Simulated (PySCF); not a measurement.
**CHFNSi: geometry relaxation (part 1 of 3)**

System: CHFNSi, multiplicity 2, SMILES N#C[SiH]F.
Method: B3LYP/3-21G, UKS (PySCF 2.14.0).

The geometry comes from this level: PBE0-D4/def2-TZVP. Figures and captions count atoms from 1; the log counts them from 0 in places.

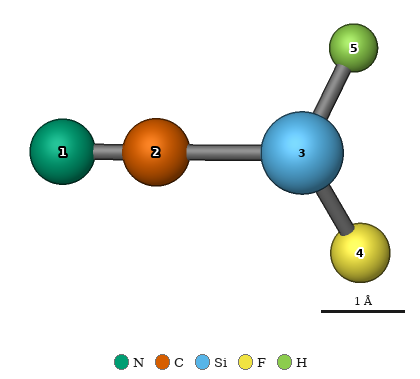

**Figure 1.** The structure as given in the input (ball-and-stick view, seen on its broad side; atoms are numbered from 1 in the order of the input). Bond lengths as drawn: C–N 1.15 Å, C–Si 1.84 Å, F–Si 1.59 Å and H–Si 1.48 Å.

The input (input.py):
```python
# N#C[SiH]F
from pyscf import gto, dft
from pyscf.geomopt.geometric_solver import kernel as optimise

system = gto.Mole()
system.atom = '''
N      2.546217    -2.199641     2.629176
C      1.348887    -1.114938     1.164449
Si    -0.276089     0.562382    -1.405011
F     -3.005231    -0.655924    -1.734202
H     -0.519486     3.269226    -0.732458
'''
system.spin = 1
system.unit = 'bohr'
system.basis = '3-21g'
system.max_memory = 1860
system.charge = 0
system.verbose = 3
system.build()

mf = dft.UKS(system, xc='b3lyp')
mf.grids.level = 4
mf.conv_tol = 1e-10
converged, mol_eq = optimise(mf, maxsteps=60, convergence_set='GAU_TIGHT')
print('converged:', converged)
print(mol_eq.tostring())

mf.reset(mol_eq)
system = mol_eq
mf.kernel()
if not mf.converged:
    mf = mf.newton().run(mf.mo_coeff, mf.mo_occ)
energy = mf.e_tot
print('Final energy', energy)
```

Machine: 1 thread of Intel Xeon @ 2.90GHz (Ice Lake), 16 GiB of memory available, shared host.

Launch command:
```bash
OMP_NUM_THREADS=1 python input.py
```

Log:
```
#|     Arguments passed to driver run_optimizer():      |#
convergence_set           GAU_TIGHT
customengine              <pyscf.geomopt.geometric_solver.PySCFEngine object>
maxiter                   60
----------------------------------------------------------
Custom engine selected.
Bonds will be generated from interatomic distances less than 1.20 times sum of covalent radii
15 internal coordinates being used (instead of 15 Cartesians)
Internal coordinate system (atoms numbered from 1):
Distance 1-2
Distance 2-3
Distance 3-4
Distance 3-5
Angle 2-3-4
Angle 2-3-5
Angle 4-3-5
LinearAngleX 1-2-3
LinearAngleY 1-2-3
Translation-X 1-5
Translation-Y 1-5
Translation-Z 1-5
Rotation-A 1-5
Rotation-B 1-5
Rotation-C 1-5
<class 'geometric.internal.Distance'> : 4
<class 'geometric.internal.Angle'> : 3
<class 'geometric.internal.LinearAngle'> : 2
<class 'geometric.internal.TranslationX'> : 1
<class 'geometric.internal.TranslationY'> : 1
<class 'geometric.internal.TranslationZ'> : 1
<class 'geometric.internal.RotationA'> : 1
<class 'geometric.internal.RotationB'> : 1
<class 'geometric.internal.RotationC'> : 1
> ===== Optimization Info: ====
> Job type: Energy minimization
> Maximum number of optimization cycles: 60
> Initial / maximum trust radius (Angstrom): 0.100 / 0.300
> Convergence Criteria:
> Will converge when all 5 criteria are reached:
>  |Delta-E| < 1.00e-06
>  RMS-Grad  < 1.00e-05
>  Max-Grad  < 1.50e-05
>  RMS-Disp  < 4.00e-05
>  Max-Disp  < 6.00e-05
> === End Optimization Info ===

Geometry optimization cycle 1
Cartesian coordinates (Angstrom)
 Atom        New coordinates             dX        dY        dZ
   N   1.347400  -1.164000   1.391300    0.000000  0.000000  0.000000
   C   0.713800  -0.590000   0.616200   -0.000000  0.000000  0.000000
  Si  -0.146100   0.297600  -0.743500    0.000000 -0.000000  0.000000
   F  -1.590300  -0.347100  -0.917700    0.000000  0.000000  0.000000
   H  -0.274900   1.730000  -0.387600    0.000000  0.000000  0.000000

WARN: HOMO -0.187185106334781 >= LUMO -0.187185106334782

converged SCF energy = -480.193790677349  <S^2> = 0.7519401  2S+1 = 2.0019392
--------------- UKS_Scanner gradients ---------------
         x                y                z
0 N    -0.0185322106     0.0176677334    -0.0256107506
1 C     0.0119259371    -0.0156963011     0.0207962852
2 Si    -0.0362407120    -0.0177693064    -0.0017251049
3 F     0.0452544248     0.0204516223     0.0083179412
4 H    -0.0023692213    -0.0046425961    -0.0017320782
----------------------------------------------
cycle 1: E = -480.193790677  dE = -480.194  norm(grad) = 0.0795631
Step    0 : Gradient = 3.558e-02/5.035e-02 (rms/max) Energy = -480.1937906773
Hessian Eigenvalues: 5.00000e-02 5.00000e-02 5.00000e-02 ... 2.50000e-01 5.29718e-01 1.31805e+00

Geometry optimization cycle 2
Cartesian coordinates (Angstrom)
 Atom        New coordinates             dX        dY        dZ
   N   1.375361  -1.166266   1.411446    0.027961 -0.002266  0.020146
   C   0.730580  -0.591616   0.624381    0.016780 -0.001616  0.008181
  Si  -0.165788   0.299790  -0.732696   -0.019688  0.002191  0.010804
   F  -1.647191  -0.367177  -0.966416   -0.056891 -0.020077 -0.048716
   H  -0.245084   1.751178  -0.380466    0.029816  0.021178  0.007135
converged SCF energy = -480.197412707357  <S^2> = 0.75219203  2S+1 = 2.0021908
--------------- UKS_Scanner gradients ---------------
         x                y                z
0 N    -0.0005714761     0.0006666736    -0.0020001003
1 C     0.0010992102    -0.0018120962     0.0023732196
2 Si    -0.0094944530    -0.0026967961     0.0004711988
3 F     0.0081393851     0.0024294956     0.0003895518
4 H     0.0008237387     0.0013712190    -0.0011830810
----------------------------------------------
cycle 2: E = -480.197412707  dE = -0.00362203  norm(grad) = 0.0137403
Step    1 : Displace = 4.348e-02/7.684e-02 (rms/max) Trust = 1.000e-01 (=) Grad = 6.145e-03/9.881e-03 (rms/max) E (change) = -480.1974127074 (-3.622e-03) Quality = 1.054
Hessian Eigenvalues: 4.99977e-02 5.00000e-02 5.00000e-02 ... 2.61691e-01 4.48898e-01 1.31626e+00

Geometry optimization cycle 3
Cartesian coordinates (Angstrom)
 Atom        New coordinates             dX        dY        dZ
   N   1.365604  -1.151075   1.419232   -0.009757  0.015191  0.007786
   C   0.734013  -0.586101   0.611734    0.003433  0.005515 -0.012647
  Si  -0.149269   0.293037  -0.760116    0.016519 -0.006753 -0.027420
   F  -1.658042  -0.355270  -0.961402   -0.010852  0.011907  0.005013
   H  -0.244379   1.727669  -0.356323    0.000705 -0.023509  0.024142
converged SCF energy = -480.197616031898  <S^2> = 0.75214396  2S+1 = 2.0021428
--------------- UKS_Scanner gradients ---------------
         x                y                z
0 N     0.0019928803    -0.0017693369     0.0013511538
1 C    -0.0028921015     0.0025233221    -0.0010023658
2 Si     0.0017651470    -0.0006944985    -0.0015303261
3 F    -0.0001750607     0.0004952104     0.0007193790
4 H    -0.0006738761    -0.0005620457     0.0005292672
----------------------------------------------
cycle 3: E = -480.197616032  dE = -0.000203325  norm(grad) = 0.00569626
Step    2 : Displace = 2.478e-02/3.442e-02 (rms/max) Trust = 1.414e-01 (+) Grad = 2.547e-03/3.967e-03 (rms/max) E (change) = -480.1976160319 (-2.033e-04) Quality = 0.686
Hessian Eigenvalues: 4.99532e-02 5.00000e-02 5.00000e-02 ... 3.18173e-01 4.24291e-01 1.33755e+00

Geometry optimization cycle 4
Cartesian coordinates (Angstrom)
 Atom        New coordinates             dX        dY        dZ
   N   1.366278  -1.152503   1.419139    0.000674 -0.001428 -0.000093
   C   0.735392  -0.588823   0.611712    0.001379 -0.002722 -0.000022
  Si  -0.154215   0.295116  -0.753582   -0.004946  0.002079  0.006533
   F  -1.659064  -0.358593  -0.966613   -0.001021 -0.003323 -0.005211
   H  -0.241111   1.733567  -0.360480    0.003268  0.005899 -0.004157
converged SCF energy = -480.197660294329  <S^2> = 0.75213393  2S+1 = 2.0021328
--------------- UKS_Scanner gradients ---------------
         x                y                z
0 N     0.0005311022    -0.0004658089    -0.0000549810
1 C    -0.0006922751     0.0006446833     0.0003200891
2 Si     0.0003779984    -0.0001343375    -0.0002908836
3 F    -0.0001451327    -0.0000158360     0.0000659151
4 H    -0.0000661188    -0.0000453212     0.0000282503
----------------------------------------------
cycle 4: E = -480.197660294  dE = -4.42624e-05  norm(grad) = 0.00133335
Step    3 : Displace = 6.029e-03/8.993e-03 (rms/max) Trust = 1.414e-01 (=) Grad = 5.963e-04/9.987e-04 (rms/max) E (change) = -480.1976602943 (-4.426e-05) Quality = 1.171
Hessian Eigenvalues: 4.96294e-02 4.99998e-02 5.00000e-02 ... 3.22611e-01 4.31544e-01 1.32076e+00

Geometry optimization cycle 5
Cartesian coordinates (Angstrom)
 Atom        New coordinates             dX        dY        dZ
   N   1.364061  -1.151629   1.419964   -0.002216  0.000874  0.000825
   C   0.736230  -0.590234   0.608947    0.000838 -0.001411 -0.002765
  Si  -0.154580   0.295741  -0.754165   -0.000365  0.000624 -0.000583
   F  -1.659257  -0.358153  -0.968742   -0.000193  0.000440 -0.002129
   H  -0.239567   1.734182  -0.360416    0.001545  0.000614  0.000064
converged SCF energy = -480.197665908306  <S^2> = 0.7521204  2S+1 = 2.0021193
--------------- UKS_Scanner gradients ---------------
         x                y                z
0 N     0.0001112464    -0.0000902626    -0.0002539046
1 C    -0.0001185057     0.0001587168     0.0003814546
2 Si     0.0001931174    -0.0000061985     0.0000285310
3 F    -0.0002062257    -0.0001087062    -0.0000420860
4 H     0.0000242201     0.0000289776    -0.0000446977
----------------------------------------------
cycle 5: E = -480.197665908  dE = -5.61398e-06  norm(grad) = 0.000606153
Step    4 : Displace = 1.755e-03/2.876e-03 (rms/max) Trust = 2.000e-01 (+) Grad = 2.711e-04/4.298e-04 (rms/max) E (change) = -480.1976659083 (-5.614e-06) Quality = 1.382
Hessian Eigenvalues: 4.17943e-02 4.99998e-02 5.00000e-02 ... 3.53203e-01 4.40709e-01 1.36313e+00

Geometry optimization cycle 6
Cartesian coordinates (Angstrom)
 Atom        New coordinates             dX        dY        dZ
   N   1.360214  -1.150498   1.420820   -0.003847  0.001131  0.000855
   C   0.736672  -0.591708   0.604827    0.000442 -0.001474 -0.004121
  Si  -0.153895   0.296507  -0.756943    0.000685  0.000766 -0.002777
   F  -1.658837  -0.356466  -0.971466    0.000420  0.001687 -0.002724
   H  -0.237830   1.734100  -0.359849    0.001736 -0.000082  0.000567
converged SCF energy = -480.197668485897  <S^2> = 0.75210323  2S+1 = 2.0021021
--------------- UKS_Scanner gradients ---------------
         x                y                z
0 N    -0.0000871037     0.0000946376    -0.0001530735
1 C     0.0001435057    -0.0000894700     0.0001474069
2 Si     0.0000447206     0.0000250649     0.0001364967
3 F    -0.0001254787    -0.0000734398    -0.0000195730
4 H     0.0000274216     0.0000263059    -0.0000403661
----------------------------------------------
cycle 6: E = -480.197668486  dE = -2.57759e-06  norm(grad) = 0.000368994
Step    5 : Displace = 2.362e-03/3.546e-03 (rms/max) Trust = 2.828e-01 (+) Grad = 1.650e-04/2.243e-04 (rms/max) E (change) = -480.1976684859 (-2.578e-06) Quality = 1.010
Hessian Eigenvalues: 3.16278e-02 4.99998e-02 5.00000e-02 ... 3.50363e-01 4.20938e-01 1.36369e+00

Geometry optimization cycle 7
Cartesian coordinates (Angstrom)
 Atom        New coordinates             dX        dY        dZ
   N   1.358137  -1.150523   1.420686   -0.002077 -0.000025 -0.000134
   C   0.736231  -0.592114   0.603110   -0.000441 -0.000406 -0.001716
  Si  -0.153158   0.297034  -0.758894    0.000737  0.000528 -0.001951
   F  -1.658252  -0.355159  -0.973557    0.000585  0.001307 -0.002091
   H  -0.236956   1.734117  -0.359959    0.000874  0.000017 -0.000110
converged SCF energy = -480.197668695409  <S^2> = 0.7520986  2S+1 = 2.0020975
--------------- UKS_Scanner gradients ---------------
         x                y                z
0 N    -0.0000417820     0.0000591561    -0.0000187045
1 C     0.0000886332    -0.0000601196     0.0000035446
2 Si    -0.0000147852     0.0000031812     0.0000678705
3 F    -0.0000364200    -0.0000205463     0.0000310202
4 H     0.0000065979     0.0000013444    -0.0000122896
----------------------------------------------
cycle 7: E = -480.197668695  dE = -2.09511e-07  norm(grad) = 0.000157544
Step    6 : Displace = 8.102e-04/9.536e-04 (rms/max) Trust = 3.000e-01 (+) Grad = 7.046e-05/1.072e-04 (rms/max) E (change) = -480.1976686954 (-2.095e-07) Quality = 0.553
Hessian Eigenvalues: 1.37581e-02 4.99863e-02 5.00000e-02 ... 3.50721e-01 4.37491e-01 1.35042e+00

Geometry optimization cycle 8
Cartesian coordinates (Angstrom)
 Atom        New coordinates             dX        dY        dZ
   N   1.354932  -1.151262   1.419890   -0.003205 -0.000739 -0.000796
   C   0.735044  -0.592549   0.600898   -0.001187 -0.000435 -0.002212
  Si  -0.151887   0.298084  -0.761852    0.001271  0.001050 -0.002958
   F  -1.657144  -0.352856  -0.977930    0.001108  0.002304 -0.004373
   H  -0.235411   1.734599  -0.360843    0.001545  0.000482 -0.000884
converged SCF energy = -480.197668698693  <S^2> = 0.7520951  2S+1 = 2.002094
--------------- UKS_Scanner gradients ---------------
         x                y                z
0 N     0.0000289998     0.0000012344     0.0001152150
1 C     0.0000034002    -0.0000050408    -0.0001198064
2 Si    -0.0000774321    -0.0000212393    -0.0000259816
3 F     0.0000566664     0.0000312058     0.0000834412
4 H    -0.0000121197    -0.0000244644     0.0000189523
----------------------------------------------
cycle 8: E = -480.197668699  dE = -3.28475e-09  norm(grad) = 0.000218818
Step    7 : Displace = 6.474e-04/7.351e-04 (rms/max) Trust = 3.000e-01 (=) Grad = 9.786e-05/1.200e-04 (rms/max) E (change) = -480.1976686987 (-3.285e-09) Quality = 0.009
Hessian Eigenvalues: 3.92288e-03 4.99632e-02 5.00000e-02 ... 3.65208e-01 5.80535e-01 1.46518e+00

Geometry optimization cycle 9
Cartesian coordinates (Angstrom)
 Atom        New coordinates             dX        dY        dZ
   N   1.350935  -1.152759   1.418431   -0.003997 -0.001497 -0.001459
   C   0.733215  -0.592964   0.598467   -0.001829 -0.000415 -0.002432
  Si  -0.150157   0.299616  -0.765417    0.001730  0.001532 -0.003565
   F  -1.655572  -0.349705  -0.984375    0.001572  0.003150 -0.006445
   H  -0.233292   1.735634  -0.362570    0.002119  0.001036 -0.001727
converged SCF energy = -480.197668778266  <S^2> = 0.75209374  2S+1 = 2.0020926
--------------- UKS_Scanner gradients ---------------
         x                y                z
0 N     0.0000962295    -0.0000549101     0.0002026818
1 C    -0.0000789860     0.0000527093    -0.0001860374
2 Si    -0.0001183286    -0.0000411704    -0.0001064649
3 F     0.0001198533     0.0000648449     0.0001197440
4 H    -0.0000241049    -0.0000423964     0.0000417364
----------------------------------------------
cycle 9: E = -480.197668778  dE = -7.95727e-08  norm(grad) = 0.000401301
Step    8 : Displace = 3.137e-04/4.216e-04 (rms/max) Trust = 3.237e-04 (-) Grad = 1.795e-04/2.310e-04 (rms/max) E (change) = -480.1976687783 (-7.957e-08) Quality = 0.115
Poor-quality step dominated by net translation/rotation detected; will project out net forces and torques past this point.
Hessian Eigenvalues: 6.28597e-04 4.99021e-02 5.00000e-02 ... 3.68343e-01 6.80504e-01 1.72142e+00
```
